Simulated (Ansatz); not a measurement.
**HBr (hydrogen bromide): levels of theory compared**

We compute a comparison of 6 runs (HF/STO-3G, PBE/STO-3G, UPBE0/STO-3G, r2SCAN/STO-3G, UMP2/STO-3G, UCCSD(T)/STO-3G) of HBr (hydrogen bromide). 

The results are computed with Ansatz 0.2.0.

35 further runs of the same task are left out: 4 that didn't finish, 31 set aside as unsound or not needed.

### Step 1. The molecule

HBr: 2 atoms, total charge 0, spin state singlet. As SMILES, `Br`. The H2–Br1 distance was set to 3.502 Å, away from the relaxed value.

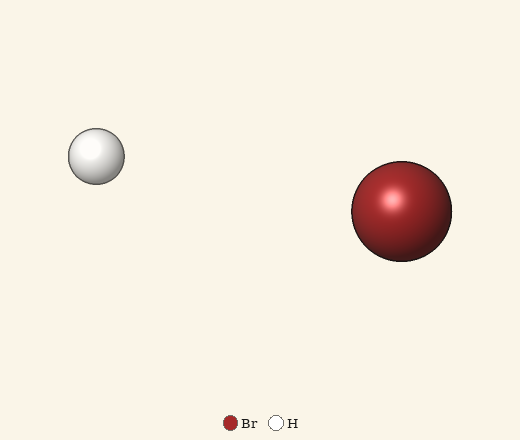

Viewed from a chosen angle; bromine red, hydrogen white.

### Step 2. A single-point energy at HF/STO-3G (run 1)

File input.yaml:

```yaml
crystal:
  periodic: [false, false, false]
  atoms:
    - symbol: Br
      position_ang: [-2.379606, 0.859802, -1.203363]
    - symbol: H
      position_ang: [0.594900, -0.214950, 0.300840]
basis:
  gaussian:
    orbitals: STO-3G
accuracy: high
magnetization:
  spin_polarized: false
  initial_magnetization: 0
hamiltonian:
  xc: hf
```

Launch:

```console
$ ansatz run input.yaml --threads 1 --pin off --max-ram 2610MiB --events-out events.jsonl --progress --plain --runs-dir runs
```

Log:

```text
Warning: RAYON_NUM_THREADS=1 ignored (pool sized by the plan → 1); use --threads N
Functional definition: HF
  name "HF"
  exchange = exact_x
  correlation = 0
203 factors; integrals over basis functions are off by at most 4.8e-9 eV
mean field evaluation 1: about -69244.4691 eV, gradient 3.5e0 eV
mean field evaluation 2: about -69244.4812 eV, gradient 3.5e0 eV
mean field evaluation 4: about -69244.3738 eV, gradient 1.6e0 eV
mean field evaluation 8: about -69249.7987 eV, gradient 4.3e-2 eV
mean field evaluation 16: about -69248.6165 eV, gradient 9.8e0 eV
mean field evaluation 32: about -69240.2594 eV, gradient 4.1e-1 eV
mean field -69249.79779976 eV, -2544.8831299422 hartree, gradient 3.9e-8 eV, S^2 0.000000; 2 other end points of the search recorded, 0 dependent functions left out
reference -69249.79779976 eV, -2544.8831299422 hartree; 18, 18 occupied and 1, 1 virtual orbitals, 203 factors
Total energy: -69249.79779976 eV, -2544.8831299422 hartree
```

Wall time 0.12 s (1 thread of Arm Neoverse V1, shared host).

### Step 3. A single-point energy at PBE/STO-3G (run 2)

File input.yaml:

```yaml
crystal:
  periodic: [false, false, false]
  atoms:
    - {symbol: Br, position_ang: [-2.379606, 0.859802, -1.203363]}
    - {symbol: H, position_ang: [0.594900, -0.214950, 0.300840]}
basis:
  gaussian: {orbitals: STO-3G}
magnetization: {spin_polarized: false}
hamiltonian: {xc: {name: PBE}}
accuracy: high
```

Launch:

```console
$ ansatz run input.yaml --threads 1 --pin off --max-ram 2610MiB --events-out events.jsonl --progress --plain --runs-dir runs
```

Log:

```text
Warning: RAYON_NUM_THREADS=1 ignored (pool sized by the plan → 1); use --threads N
Functional definition: PBE
  name "PBE"
  parameter kappa = 0.804
  parameter beta = 0.06672455060314922
  exchange = pbe_x(kappa = kappa, mu = beta*pi^2/3)
  correlation = pbe_c(beta = beta)
203 factors; integrals over basis functions are off by at most 4.8e-9 eV
mean field evaluation 1: about -69269.7568 eV, gradient 1.1e1 eV
mean field evaluation 2: about -69263.8121 eV, gradient 2.7e0 eV
mean field evaluation 4: about -69263.8122 eV, gradient 2.7e0 eV
mean field evaluation 8: about -69277.7614 eV, gradient 3.3e-3 eV
mean field evaluation 16: about -69276.6294 eV, gradient 7.0e0 eV
mean field -69277.76142556 eV, -2545.9107742362 hartree, gradient 9.8e-9 eV, S^2 0.000000; 1 other end points of the search recorded, 0 dependent functions left out
reference -69277.76142694 eV, -2545.9107742869 hartree; 18, 18 occupied and 1, 1 virtual orbitals, 203 factors
Total energy: -69277.76142694 eV, -2545.9107742869 hartree
```

It took 0.58 s on 1 thread of Arm Neoverse V1, shared host.

Runs 3 to 5 aren't shown in full; the table further down has their settings and results.

### Step 4. The energy at UCCSD(T)/STO-3G (run 6)

File job.yaml:

```yaml
crystal:
  periodic: [false, false, false]
  atoms:
    - {symbol: Br, position_ang: [-2.379606, 0.859802, -1.203363]}
    - {symbol: H, position_ang: [0.594900, -0.214950, 0.300840]}
basis:
  gaussian:
    orbitals: STO-3G
magnetization:
  spin_polarized: true
correlation:
  method: ccsd_t
  frozen_orbitals: {Br: 9, H: 0}
accuracy: high
scf:
  omitted_lower_state_checks: [cluster_reference, increment]
```

Launch:

```console
$ ansatz run job.yaml --threads 1 --pin off --max-ram 2610MiB --events-out events.jsonl --progress --plain --runs-dir runs
```

Log:

```text
Warning: RAYON_NUM_THREADS=1 ignored (pool sized by the plan → 1); use --threads N
[... 14 lines left out ...]
9 core orbitals not correlated: weight in the atoms' cores, before any rotation towards them, 1.000 or more for the frozen orbitals, at most 0.000 for the correlated occupied ones
[... 27 lines left out ...]
WARN: these amplitudes may be one of several solutions (largest doubles amplitude 0.99, level shift 0.00 eV)
Total energy: -69255.80395340 eV, -2545.1038520174 hartree
Checks for a lower state left out: cluster_reference, increment
```

Wall time 0.38 s (1 thread of Arm Neoverse V1, shared host).

### Step 5. The series

| run | level | frozen core orbitals | energy (Eh) | wall time |
| --- | --- | --- | --- | --- |
| 1 | HF/STO-3G | – | -2544.883130 | 0.12 s |
| 2 | PBE/STO-3G | – | -2545.910774 | 0.58 s |
| 3 | UPBE0/STO-3G | – | -2546.195834 | 3.6 s |
| 4 | r2SCAN/STO-3G | – | -2546.429537 | 1.8 s |
| 5 | UMP2/STO-3G | 9 | -2545.103517 | 0.33 s |
| 6 | UCCSD(T)/STO-3G | 9 | -2545.103852 | 0.38 s |

### Step 6. What came out

| quantity | value |
| --- | --- |
| run 6: total energy | -2545.10385 Eh |
| run 6: correlation energy (9 core orbitals frozen) | -0.3 mEh |
| run 6: (T) correction | 0.00 mEh |
| run 6: ⟨S²⟩ of the reference determinant | 0.998 |
| run 6: T1 diagnostic | 0.009 |

What this shows: Below the HF energy at the same shape and in the same basis (STO-3G): UMP2 -220.4 mEh; UCCSD(T) -220.7 mEh. Some of these start from another determinant than that one, so these aren't their correlation energies. Totals of different functionals can't be ranked against each other. In runs 1, 2, 3, 4, 5, 6 the basis is minimal, so the values are rough. In runs 1, 2, 4 a closed-shell determinant meets a far-stretched bond, which it describes badly. Spin contamination of the reference: run 5 ⟨S²⟩ = 1.00, run 6 ⟨S²⟩ = 1.00, run 3 ⟨S²⟩ = 0.99. Where it is this large, the reference is a mixture of spin states, and values that rest on it are in doubt. All runs together took 6.8 s, the longest 3.6 s.
